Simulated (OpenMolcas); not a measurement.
**CH5FOSn (SMILES FC[O][SnH3]): levels of theory compared**

We compute a comparison of 6 runs (HF/STO-3G, HF/3-21G, BLYP/def2-SVP, PBE0/def2-SVP, r2SCAN/def2-SVP, MP2/def2-SVP) of CH5FOSn. 

Program for the calculation: OpenMolcas 26.06.

## 1. Starting point

CH5FOSn: 9 atoms, total charge 0, spin state singlet. As SMILES, `FC[O][SnH3]`. Geometry: relaxed at PBE0-D4/def2-TZVP. This is one conformer, not always the lowest.

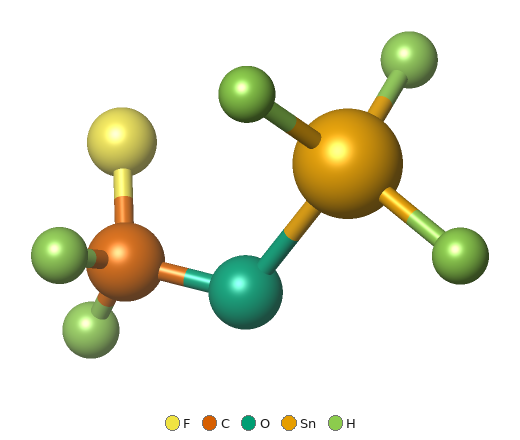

Viewed from a chosen angle; fluorine yellow, carbon orange, oxygen teal, tin amber, hydrogen green.

## 2. Energy and gradient at HF/STO-3G (run 1)

Input file mol.input:

```
&GATEWAY
  BASLIB=$CurrDir
  COORD
  9
  angstrom
  F       -0.596800       1.754200       0.031500
  C       -1.291500       0.566100       0.277800
  O       -0.736000      -0.463400      -0.405000
  Sn       1.239300      -0.701500      -0.319700
  H       -1.258800       0.434000       1.369300
  H       -2.319100       0.724600      -0.066100
  H        1.690100      -0.390300       1.294800
  H        1.407800      -2.333100      -0.765300
  H        1.953500       0.363100      -1.434400
  BASIS=STO-3G
  GROUP=NoSym

&SEWARD

&SCF
  THRESHOLDS=1e-10 1e-07 1e-07 1e-05
  PRORBITALS=1 2

&ALASKA
```

The basis set STO-3G is read from a file made from the Basis Set Exchange's data (not shown).

Launch:

```
$ export MOLCAS_MEM=1860
$ pymolcas mol.input > mol.log
```

Log:

```text
--- Start Module: gateway ---
[...]
--- Stop Module: gateway /rc=_RC_ALL_IS_WELL_ ---
[...]
      Basis functions           47
[...]
--- Start Module: scf ---
[...]
       Convergence after  13 Iterations
[...]
::    Total SCF energy                              -6175.5012651574
[...]
      Total spin, S                                     0.0000000000
[...]
      Total electronic charge=   78.000000
      Total            charge=   -0.000000
[...]
      Dipole Moment (debye):
      Origin of the operator (angstrom)=    0.6483   -0.3060   -0.2354
                   X=  1.4004E+00               Y= -7.6521E-01               Z=  5.4701E-01           Total=  1.6870E+00
      Quadrupole Moment (debye*angstrom):
[...]
--- Stop Module: scf /rc=_RC_ALL_IS_WELL_ ---
--- Start Module: alaska ---
[...]
 *              Molecular gradients               *
 **************************************************
  Irreducible representation: a
 ------------------------------------------------------------------------------------------
                              X                       Y                       Z
 ------------------------------------------------------------------------------------------
  F1               -2.98208392878818E-03    1.41925786365249E-03    5.78689038838509E-04
  C2               -3.48935864393063E-03   -4.52612579002380E-02   -1.14972653314078E-02
  O3               -3.65073995899614E-02    4.47667541927519E-02    2.52542413822887E-02
  SN4               9.83625106555053E-03   -3.49323942829116E-03   -1.62641941225328E-03
  H5                8.72377991062412E-03    3.32715223197622E-03   -1.08483252663980E-02
  H6                1.33497635364028E-02    1.56256130781318E-03   -3.44271010843111E-03
  H7                3.85691288878576E-03    5.32669974812938E-03    2.51483814626887E-02
  H8               -8.16354800494246E-04   -2.38298021117522E-02   -6.84785269514077E-03
[...]
--- Stop Module: alaska /rc=_RC_ALL_IS_WELL_ ---
[...]
```

Wall time 2.2 s (1 thread of Intel Xeon 6975P-C (Granite Rapids), shared host); peak memory 0.38 GiB.

## 3. Energy and forces at HF/3-21G (run 2)

Input file input.xyz:

```xyz
9

F     -0.596800     1.754200     0.031500
C     -1.291500     0.566100     0.277800
O     -0.736000    -0.463400    -0.405000
Sn     1.239300    -0.701500    -0.319700
H     -1.258800     0.434000     1.369300
H     -2.319100     0.724600    -0.066100
H      1.690100    -0.390300     1.294800
H      1.407800    -2.333100    -0.765300
H      1.953500     0.363100    -1.434400
```

Input file mol.input:

```
>>> EXPORT MOLCAS_PRINT=2
&GATEWAY
BasLib=$CurrDir
Coord=input.xyz
Basis=3-21G
Group=NoSym
&SEWARD
&SCF
Thresholds=1e-10 1e-07 1e-07 1e-05
PrOrbitals=1
&ALASKA
```

The basis set 3-21G is read from a file made from the Basis Set Exchange's data (not shown).

Launch:

```
$ export MOLCAS_MEM=1860
$ pymolcas mol.input > mol.log
```

Log:

```text
--- Start Module: gateway ---
[...]
--- Stop Module: gateway /rc=_RC_ALL_IS_WELL_ ---
[...]
      Basis functions           68
[...]
--- Start Module: scf ---
[...]
       Convergence after  12 Iterations
[...]
::    Total SCF energy                              -6210.1736001110
[...]
      Total spin, S                                     0.0000000000
[...]
      Total electronic charge=   78.000000
      Total            charge=   -0.000000
[...]
      Dipole Moment (debye):
      Origin of the operator (angstrom)=    0.6483   -0.3060   -0.2354
                   X=  1.0951E+00               Y= -1.0489E+00               Z=  1.0686E+00           Total=  1.8551E+00
      Quadrupole Moment (debye*angstrom):
[...]
--- Stop Module: scf /rc=_RC_ALL_IS_WELL_ ---
[...]
--- Start Module: alaska ---
[...]
 *              Molecular gradients               *
 **************************************************
  Irreducible representation: a
 ------------------------------------------------------------------------------------------
                              X                       Y                       Z
 ------------------------------------------------------------------------------------------
  F1               -1.10525099248706E-02   -9.48028383420052E-03    1.96915184298185E-03
  C2                3.76324734537281E-02   -7.33577644657935E-03   -1.46824737744011E-02
  O3               -2.51210382026557E-02    1.35366434858923E-02    2.23450889068477E-03
  SN4               1.91450157497002E-02   -9.83716194891571E-04    7.63122804979899E-03
  H5                2.46411858585183E-03   -3.00683555171377E-04    1.11852712392624E-02
  H6               -1.04653568737740E-02    1.68855273861346E-03   -6.98863649439896E-03
  H7               -2.67477080689993E-03   -1.32658369727268E-03   -7.94968433545407E-03
  H8               -3.94214801474213E-03    8.60949585302784E-03    1.50417446605111E-03
[...]
--- Stop Module: alaska /rc=_RC_ALL_IS_WELL_ ---
[...]
```

It took 3 s on 1 thread of Intel Xeon 6975P-C (Granite Rapids), shared host; peak memory 0.41 GiB.

Run 3 isn't shown in full; the table further down has it.

## 4. Energy and gradient at PBE0/def2-SVP (core potential) (run 4)

Input file mol.inp:

```
* CH5FOSn Kohn-Sham DFT

&GATEWAY
  BasLib
  $CurrDir
  Coord
  9
  angstrom
  F       -0.596800       1.754200       0.031500
  C       -1.291500       0.566100       0.277800
  O       -0.736000      -0.463400      -0.405000
  Sn       1.239300      -0.701500      -0.319700
  H       -1.258800       0.434000       1.369300
  H       -2.319100       0.724600      -0.066100
  H        1.690100      -0.390300       1.294800
  H        1.407800      -2.333100      -0.765300
  H        1.953500       0.363100      -1.434400
  Basis
  def2-SVP
  Group
  NoSym

&SEWARD
  GridInput
  Grid=UltraFine
  End of Grid

&SCF
  KSDFT
  PBE0
  Thresholds
  1e-10 1e-07 1e-07 1e-05
  PrOrbitals
  1

&ALASKA
```

The basis set def2-SVP is read from a file made from the Basis Set Exchange's data (not shown).

Launch:

```
$ export MOLCAS_MEM=1860
$ pymolcas mol.inp > mol.log
```

Log:

```text
--- Start Module: gateway ---
[...]
--- Stop Module: gateway /rc=_RC_ALL_IS_WELL_ ---
[...]
      Basis functions           93
[...]
--- Start Module: scf ---
[...]
       Convergence after  15 Iterations
[...]
::    Total KS-DFT energy                            -430.0633214334
[...]
      Total spin, S                                     0.0000000000
[...]
      Total electronic charge=   50.000000
      Total            charge=   -0.000000
[...]
      Dipole Moment (debye):
      Origin of the operator (angstrom)=    0.6483   -0.3060   -0.2354
                   X=  1.0888E+00               Y= -1.0053E+00               Z=  7.3297E-01           Total=  1.6533E+00
      Quadrupole Moment (debye*angstrom):
[...]
--- Stop Module: scf /rc=_RC_ALL_IS_WELL_ ---
[...]
--- Start Module: alaska ---
[...]
 *              Molecular gradients               *
 **************************************************
  Irreducible representation: a
 ------------------------------------------------------------------------------------------
                              X                       Y                       Z
 ------------------------------------------------------------------------------------------
  F1                1.85847202913814E-03    4.94878711129942E-03   -1.01400481650660E-03
  C2               -9.27970328222116E-03   -4.58897306533790E-03    7.16354198772429E-03
  O3                1.04376510026665E-02   -2.29283953176562E-03   -1.21200220326578E-03
  SN4              -7.88135369122145E-03    6.82145101315257E-04    5.26909192986036E-04
  H5                1.07135234810807E-03    1.03161603670465E-03   -6.32439123084616E-03
  H6                6.36661296616925E-03   -2.32643116894082E-04    1.16569397364463E-03
  H7               -8.59450460569233E-04   -2.71504735204431E-04   -2.02082628935596E-03
  H8               -4.50869512976237E-04    1.82409276859818E-03    4.18750955202496E-04
[...]
--- Stop Module: alaska /rc=_RC_ALL_IS_WELL_ ---
[...]
```

Run time: 26 s. Hardware: 1 thread of Intel Xeon 6975P-C (Granite Rapids), shared host; peak memory 0.51 GiB.

Run 5 isn't shown in full; the table further down has it.

## 5. The energy at MP2/def2-SVP (core potential) (run 6)

Input file struct.xyz:

```xyz
9

F     -0.596800     1.754200     0.031500
C     -1.291500     0.566100     0.277800
O     -0.736000    -0.463400    -0.405000
Sn     1.239300    -0.701500    -0.319700
H     -1.258800     0.434000     1.369300
H     -2.319100     0.724600    -0.066100
H      1.690100    -0.390300     1.294800
H      1.407800    -2.333100    -0.765300
H      1.953500     0.363100    -1.434400
```

Input file test.inp:

```
* CH5FOSn MP2
>>> EXPORT MOLCAS_PRINT=2

&GATEWAY
  BASLIB=$CurrDir
  COORD=struct.xyz
  BASIS=def2-SVP
  GROUP=NoSym

&SEWARD

&SCF
  THRESHOLDS=1e-10 1e-07 1e-07 1e-05
  PRORBITALS=1 2

&MBPT2
  FROZEN=7
```

The basis set def2-SVP is read from a file made from the Basis Set Exchange's data (not shown).

Launch:

```
$ export MOLCAS_MEM=1860
$ pymolcas test.inp > test.log
```

Log:

```text
--- Start Module: gateway ---
[...]
--- Stop Module: gateway /rc=_RC_ALL_IS_WELL_ ---
[...]
      Basis functions           93
[...]
--- Start Module: scf ---
[...]
       Convergence after  14 Iterations
[...]
::    Total SCF energy                               -428.2338440068
[...]
      Total spin, S                                     0.0000000000
[...]
      Total electronic charge=   50.000000
      Total            charge=   -0.000000
[...]
      Dipole Moment (debye):
      Origin of the operator (angstrom)=    0.6483   -0.3060   -0.2354
                   X=  1.1821E+00               Y= -1.1666E+00               Z=  9.2440E-01           Total=  1.9008E+00
      Quadrupole Moment (debye*angstrom):
[...]
--- Stop Module: scf /rc=_RC_ALL_IS_WELL_ ---
[...]
--- Start Module: mbpt2 ---
[...]
WARNING!
Default frozen orbitals as non valence orbitals is overwritten by user input.
Default values:   3
[...]
       Reference weight ( Cref**2 )         =        0.84890
::    Total MBPT2 energy                             -428.8589361149
[...]
      Total MBPT2 calculations                           0.29      0.32
--- Stop Module: mbpt2 /rc=_RC_ALL_IS_WELL_ ---
[...]
```

Run time: 6.3 s. Hardware: 1 thread of Intel Xeon 6975P-C (Granite Rapids), shared host; peak memory 0.51 GiB.

## 6. Overview of the runs

| run | level | integration grid | task | energy (Eh) | dipole moment (D) of the reference | HOMO energy (eV) | LUMO energy (eV) | wall time |
| --- | --- | --- | --- | --- | --- | --- | --- | --- |
| 1 | HF/STO-3G | – | gradient | -6175.501265 | 1.69 | -8.39 | 10.06 | 2.2 s |
| 2 | HF/3-21G | – | gradient | -6210.173600 | 1.86 | -11.55 | 3.03 | 3 s |
| 3 | BLYP/def2-SVP (core potential) | UltraFine | gradient | -430.173347 | 1.46 | -6.11 | -0.89 | 28 s |
| 4 | PBE0/def2-SVP (core potential) | UltraFine | gradient | -430.063321 | 1.65 | -7.84 | -0.19 | 26 s |
| 5 | r2SCAN/def2-SVP (core potential) | UltraFine | gradient | -430.255759 | 1.60 | -6.60 | -0.65 | 35 s |
| 6 | MP2/def2-SVP (core potential) | – | energy | -428.858936 | 1.90 | -11.83 | 2.71 | 6.3 s |

## 7. What came out

```
                                          quantity          value
                               run 6: total energy  -428.85894 Eh
         run 6: dipole moment (mean-field density)         1.90 D
        run 6: HOMO energy (Hartree–Fock orbitals)      -11.83 eV
        run 6: LUMO energy (Hartree–Fock orbitals)        2.71 eV
      run 6: HOMO–LUMO gap (Hartree–Fock orbitals)       14.55 eV
run 6: correlation energy (7 core orbitals frozen)     -625.1 mEh
```

**Reading.** Over runs 1, 2, 3, 4, 5 the dipole moment (its size) runs from 1.46 D (BLYP/def2-SVP) to 1.86 D (HF/3-21G). The two ends differ in method and basis and core potential. Over runs 1, 2, 3, 4, 5 the HOMO–LUMO gap runs from 5.23 eV (BLYP/def2-SVP) to 18.45 eV (HF/STO-3G). Totals of different functionals can't be ranked against each other. Some runs of one species differ in core potentials or relativity; totals across that change don't compare. In run 1 the basis is minimal, so the values are rough. In runs 1, 2 relativity is left out where basis or elements ask for it. All runs together took 1.7 min, the longest 35 s.
